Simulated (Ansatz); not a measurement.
Structure data:

```
Ir
1.0
     3.85393    0.00000    0.00000
     0.00000    3.85393    0.00000
     0.00000    0.00000    3.85393
Ir
4
Direct
  0.00000 0.00000 0.00000
  0.00000 0.50000 0.50000
  0.50000 0.00000 0.50000
  0.50000 0.50000 0.00000
```

Characterise the structure given above.

Answer. The element is iridium. The atoms follow space group Fm-3m (No. 225); the Bravais lattice is face-centred cubic. Among the common structure types it is face-centred cubic (Cu type). The cell holds four atoms. Ir is coordinated by twelve Ir in a cuboctahedral arrangement at 2.73 Å. The bonds build a three-dimensional framework.

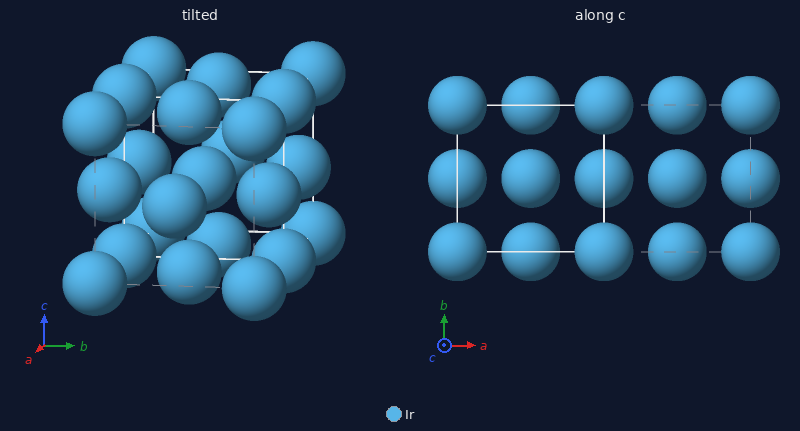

Crystal structure, spheres-only style, seen slightly off an axis and along the c axis. The solid box is one conventional unit cell, and 2×1×1 cells are shown. Colours: iridium blue.

Provenance: a structure listed in the Materials Project. Earlier steps of the study may have refined or changed the cell and positions. A calculation with Ansatz used it as input.
